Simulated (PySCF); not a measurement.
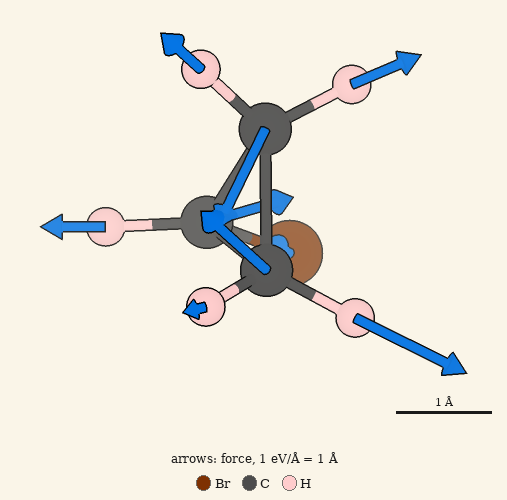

Starting geometry of C₃H₅Br with the computed forces as blue arrows. The picture is a ball-and-stick view, seen from a free direction.

The start comes from GFN2-xTB. Its atoms were then displaced at random by about 0.01 Å.

All numbers below come from PBE0-D3(BJ)/def2-SVP geometry optimisation, gas phase in PySCF. 

Question: Is this structure relaxed? If not, where do the atoms go?

Answer: It isn't relaxed: the largest force vector, on an H atom, is 1.36 eV/Å. The final displacements follow the starting forces only in part (cosine between the two patterns 0.74). The atom that moves furthest after the best rigid fit is an H atom (0.041 Å). Largest moves by element: H 0.041 Å, C 0.024 Å, Br 0.022 Å. Among the contacts that change: Br–C 1.949 → 1.913 Å, C–H 1.059 → 1.093 Å, C–C 1.467 → 1.491 Å, C–C 1.505 → 1.492 Å. Bond angles that change, for instance: C–C–H 120.8° → 117.5°, H–C–H 112.0° → 114.6°. The energy falls by 7.52 kJ/mol in 7 geometry steps.
